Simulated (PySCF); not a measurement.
**C2H6BClSi (SMILES B[Si@@H]1C[C@@H]1Cl) at 5 levels**

Wanted: a comparison of 5 runs (HF/3-21G, HF/def2-SVP, B3LYP/6-31G*, MP2/6-31G**) of C2H6BClSi. The job is set up through a Python script.

Program for the calculation: PySCF 2.14.0.

### 1 The structure to begin with

C2H6BClSi has 11 atoms, charge 0, and is taken as a singlet. As SMILES, `B[Si@@H]1C[C@@H]1Cl`. The shape is that of a GFN2-xTB optimisation.

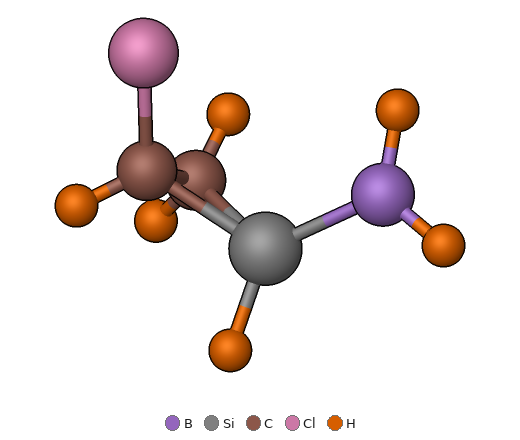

The structure, seen from a chosen angle (boron purple, silicon grey, carbon brown, chlorine pink, hydrogen orange).

### 2 Energy and forces at HF/3-21G (run 1)

Contents of run.py:

```python
import pyscf.grad
from pyscf import gto, scf

system = gto.M(
    atom='''
B     -2.584805    -1.216643     2.811497
Si    -0.856991    -1.378083    -0.339527
C      2.489998     0.004724    -0.638765
C      0.547662     1.665548    -1.824398
Cl     0.033448     4.635574    -0.422921
H     -2.155837     0.368893     4.291322
H     -4.116390    -2.725287     3.337313
H     -1.167756    -3.106710    -2.491226
H      3.834765    -0.848544    -1.915804
H      3.378358     0.730360     1.049308
H      0.597513     1.870167    -3.856799
''',
    verbose=4,
    max_memory=1860,
    charge=0,
    unit='bohr',
    basis='3-21g',
)

mf = scf.RHF(system)
mf.conv_tol = 1e-10
mf.kernel()
if not mf.converged:
    mf = mf.newton().run(mf.mo_coeff, mf.mo_occ)

e_tot = mf.e_tot
print('E = %.10f Eh' % e_tot)
grad = mf.Gradients().kernel()
mf.analyze()
```

Command:

```sh
OMP_NUM_THREADS=1 python run.py
```

The log of the run:

```text
PySCF version 2.14.0

[... 83 lines left out ...]
Total Energy =                        -847.942179647662783
[... 8 lines left out ...]
MO #2   energy= -68.290858256707   occ= 2
[... 6 lines left out ...]
MO #9   energy= -7.58635654201892  occ= 2
[... 6 lines left out ...]
MO #16  energy= -0.803249264756197 occ= 2
[... 6 lines left out ...]
MO #23  energy= -0.495197446122809 occ= 2
[... 6 lines left out ...]
MO #30  energy= 0.185828505720681  occ= 0
[... 6 lines left out ...]
MO #37  energy= 0.388628404261517  occ= 0
[... 6 lines left out ...]
MO #44  energy= 0.63655822930701   occ= 0
[... 6 lines left out ...]
MO #51  energy= 0.983527700868532  occ= 0
[... 6 lines left out ...]
MO #58  energy= 1.33713019606513   occ= 0
[... 6 lines left out ...]
MO #65  energy= 2.06582720078155   occ= 0
[... 40 lines left out ...]
pop of  3 C 3py           0.00304
pop of  3 C 3pz           0.00261
pop of  4 Cl 1s           1.99999
pop of  4 Cl 2s           1.99984
pop of  4 Cl 3s           1.87644
pop of  4 Cl 4s           0.00544
pop of  4 Cl 2px          1.99995
pop of  4 Cl 2py          1.99987
pop of  4 Cl 2pz          1.99995
pop of  4 Cl 3px          1.96733
pop of  4 Cl 3py          1.40421
pop of  4 Cl 3pz          1.85669
pop of  4 Cl 4px          0.00194
pop of  4 Cl 4py          0.00516
pop of  4 Cl 4pz          0.00294
pop of  5 H 1s            0.96988
pop of  5 H 2s            0.00554
pop of  6 H 1s            0.98040
pop of  6 H 2s            0.00501
pop of  7 H 1s            1.08631
pop of  7 H 2s            0.00137
pop of  8 H 1s            0.86864
pop of  8 H 2s            0.01046
pop of  9 H 1s            0.86528
pop of  9 H 2s            0.01060
pop of  10 H 1s           0.85385
pop of  10 H 2s           0.01204
 ** Mulliken atomic charges  **
charge of    0B =     -0.11977
charge of    1Si =      0.51412
charge of    2C =     -0.35411
charge of    3C =     -0.25112
charge of    4Cl =     -0.11975
charge of    5H =      0.02458
charge of    6H =      0.01460
charge of    7H =     -0.08768
charge of    8H =      0.12090
charge of    9H =      0.12412
charge of   10H =      0.13411
Dipole moment(X, Y, Z, Debye):  0.13836, -2.40212, -0.02393
```

Wall time 6.3 s (1 thread of Intel Xeon at 2.70GHz, shared host); peak memory 0.14 GiB.

### 3 Energy and forces at HF/def2-SVP (run 2)

Contents of run.py:

```python
# B[Si@@H]1C[C@@H]1Cl
from pyscf import gto, scf

mol = gto.M(
    atom='''
B       -1.367820      -0.643820       1.487780
Si      -0.453500      -0.729250      -0.179670
C        1.317650       0.002500      -0.338020
C        0.289810       0.881370      -0.965430
Cl       0.017700       2.453040      -0.223800
H       -1.140820       0.195210       2.270870
H       -2.178300      -1.442160       1.766030
H       -0.617950      -1.644000      -1.318300
H        2.029270      -0.449030      -1.013800
H        1.787750       0.386490       0.555270
H        0.316190       0.989650      -2.040930
''',
    max_memory=1860,
    verbose=4,
    basis='def2-svp',
    charge=0,
)

mf = scf.RHF(mol)
mf.conv_tol = 1e-10
mf.kernel()
if not mf.converged:
    mf = mf.newton().run(mf.mo_coeff, mf.mo_occ)

e_tot = mf.e_tot
print('E = %.10f Eh' % e_tot)
grad = mf.nuc_grad_method().kernel()
dip = mf.dip_moment()
pop, q = mf.mulliken_pop()
```

Command:

```sh
OMP_NUM_THREADS=1 python run.py
```

The log of the run:

```text
PySCF version 2.14.0

[... 69 lines left out ...]
converged SCF energy = -851.939814439829
[... 12 lines left out ...]
Dipole moment(X, Y, Z, Debye): -0.06014, -2.06843,  0.01652
[... 81 lines left out ...]
pop of  5 H 2px           0.00149
pop of  5 H 2py           0.00754
pop of  5 H 2pz           0.00730
pop of  6 H 1s            0.75661
pop of  6 H 2s            0.27197
pop of  6 H 2px           0.00677
pop of  6 H 2py           0.00654
pop of  6 H 2pz           0.00249
pop of  7 H 1s            0.73950
pop of  7 H 2s            0.32446
pop of  7 H 2px           0.00097
pop of  7 H 2py           0.00428
pop of  7 H 2pz           0.00688
pop of  8 H 1s            0.74330
pop of  8 H 2s            0.14397
pop of  8 H 2px           0.01006
pop of  8 H 2py           0.00730
pop of  8 H 2pz           0.00944
pop of  9 H 1s            0.73969
pop of  9 H 2s            0.14402
pop of  9 H 2px           0.00628
pop of  9 H 2py           0.00604
pop of  9 H 2pz           0.01447
pop of  10 H 1s           0.74549
pop of  10 H 2s           0.12183
pop of  10 H 2px          0.00452
pop of  10 H 2py          0.00243
pop of  10 H 2pz          0.01886
 ** Mulliken atomic charges  **
charge of    0B =      0.14533
charge of    1Si =      0.32742
charge of    2C =     -0.21164
charge of    3C =     -0.19879
charge of    4Cl =     -0.18914
charge of    5H =     -0.03502
charge of    6H =     -0.04438
charge of    7H =     -0.07609
charge of    8H =      0.08594
charge of    9H =      0.08950
charge of   10H =      0.10688
```

Wall time 22 s (1 thread of Intel Xeon at 2.70GHz, shared host); peak memory 0.25 GiB.

Runs 3 to 4 aren't shown in full; the table further down has their settings and results.

### 4 Energy and gradient at MP2/6-31G(d,p) (spherical functions) (run 5)

Contents of job.py:

```python
# B[Si@@H]1C[C@@H]1Cl
from pyscf import gto, mp

system = gto.Mole()
system.atom = '''
B     -2.584805    -1.216643     2.811497
Si    -0.856991    -1.378083    -0.339527
C      2.489998     0.004724    -0.638765
C      0.547662     1.665548    -1.824398
Cl     0.033448     4.635574    -0.422921
H     -2.155837     0.368893     4.291322
H     -4.116390    -2.725287     3.337313
H     -1.167756    -3.106710    -2.491226
H      3.834765    -0.848544    -1.915804
H      3.378358     0.730360     1.049308
H      0.597513     1.870167    -3.856799
'''
system.basis = '6-31g**'
system.charge = 0
system.spin = 0
system.verbose = 4
system.unit = 'bohr'
system.max_memory = 1860
system.build()

calc0 = system.RHF()
calc0.conv_tol = 1e-10
calc0.kernel()
if not calc0.converged:
    calc0 = calc0.newton().run(calc0.mo_coeff, calc0.mo_occ)

pt = mp.MP2(calc0, frozen=13).run()
energy = pt.e_tot
print('E = %.10f Eh' % energy)
grad = pt.nuc_grad_method().kernel()
dip = calc0.dip_moment()
pop, q = calc0.mulliken_pop()
```

Command:

```sh
OMP_NUM_THREADS=1 python job.py
```

The log of the run:

```text
PySCF version 2.14.0

[... 69 lines left out ...]
converged SCF energy = -852.227669882365
[... 17 lines left out ...]
Dipole moment(X, Y, Z, Debye):  0.02949, -2.20509,  0.03665
[... 81 lines left out ...]
pop of  5 H 2px           0.00076
pop of  5 H 2py           0.00348
pop of  5 H 2pz           0.00348
pop of  6 H 1s            0.52372
pop of  6 H 2s            0.52302
pop of  6 H 2px           0.00315
pop of  6 H 2py           0.00306
pop of  6 H 2pz           0.00134
pop of  7 H 1s            0.49939
pop of  7 H 2s            0.62751
pop of  7 H 2px           0.00044
pop of  7 H 2py           0.00233
pop of  7 H 2pz           0.00383
pop of  8 H 1s            0.52398
pop of  8 H 2s            0.30356
pop of  8 H 2px           0.00535
pop of  8 H 2py           0.00392
pop of  8 H 2pz           0.00471
pop of  9 H 1s            0.52185
pop of  9 H 2s            0.29631
pop of  9 H 2px           0.00337
pop of  9 H 2py           0.00326
pop of  9 H 2pz           0.00744
pop of  10 H 1s           0.52561
pop of  10 H 2s           0.27177
pop of  10 H 2px          0.00266
pop of  10 H 2py          0.00136
pop of  10 H 2pz          0.00983
 ** Mulliken atomic charges  **
charge of    0B =      0.07649
charge of    1Si =      0.51635
charge of    2C =     -0.42214
charge of    3C =     -0.39171
charge of    4Cl =     -0.07414
charge of    5H =     -0.03207
charge of    6H =     -0.05430
charge of    7H =     -0.13350
charge of    8H =      0.15847
charge of    9H =      0.16778
charge of   10H =      0.18877
```

Wall time 65 s (1 thread of Intel Xeon at 2.70GHz, shared host); peak memory 0.89 GiB.

### 5 All runs side by side

```csv
run,level,integration grid,Cartesian functions,energy (Eh),dipole moment (D) of the reference,HOMO energy (eV),LUMO energy (eV),wall time
1,HF/3-21G,–,no,-847.942180,2.41,-9.21,0.78,6.3 s
2,HF/def2-SVP,–,no,-851.939814,2.07,-9.04,0.72,22 s
3,B3LYP/6-31G* (spherical functions),5,no,-854.281637,1.70,-6.52,-2.61,72 s
4,B3LYP/6-31G* (Cartesian functions),5,yes,-854.288678,1.70,-6.52,-2.61,62 s
5,MP2/6-31G** (spherical functions),–,no,-852.809091,2.21,-9.00,0.95,65 s
```

### 6 Results

| quantity | value |
| --- | --- |
| run 5: total energy | -852.80909 Eh |
| run 5: dipole moment (Hartree–Fock density) | 2.21 D |
| run 5: HOMO energy (Hartree–Fock orbitals) | -9.00 eV |
| run 5: LUMO energy (Hartree–Fock orbitals) | 0.95 eV |
| run 5: HOMO–LUMO gap (Hartree–Fock orbitals) | 9.95 eV |
| run 5: correlation energy (13 core orbitals frozen) | -581.4 mEh |
| run 5: largest force on an atom | 2.142 eV/Å |

What this shows: Over runs 1, 2, 3, 4 the dipole moment (its size) runs from 1.70 D (B3LYP/6-31G*) to 2.41 D (HF/3-21G). The two ends differ in method and basis. Over runs 1, 2, 3, 4 the HOMO–LUMO gap runs from 3.91 eV (B3LYP/6-31G*) to 9.99 eV (HF/3-21G). All runs together took 3.8 min, the longest 72 s.
